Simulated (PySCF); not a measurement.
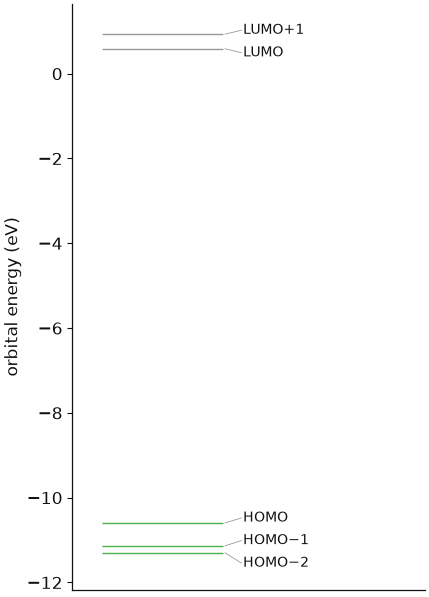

Kohn-Sham orbital energies near the frontier, CAM-B3LYP/def2-SVPD in PySCF 2.14.0, at a GFN2-xTB geometry (no frequency check), isolated molecule; empty levels in grey, levels within 0.03 eV side by side.

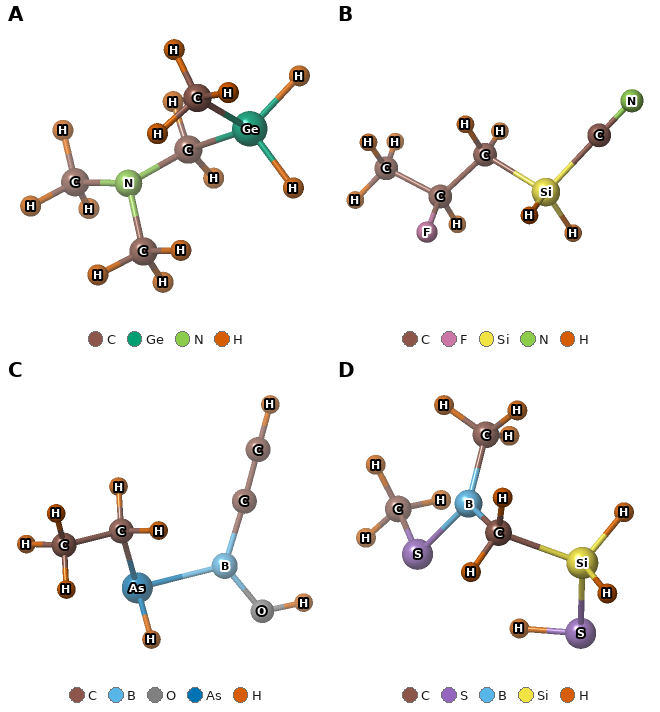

Which molecule has this level scheme? Choose among the lettered structures.

Structure B, C₄H₈FNSi, SMILES C[C@H](F)C[SiH2]C#N. HOMO −10.59 eV, LUMO 0.59 eV, separation 11.18 eV.

Note: the tight-binding geometry is rougher than a DFT one and adds to the error; one conformer of a flexible molecule; empty levels above zero depend strongly on the basis.
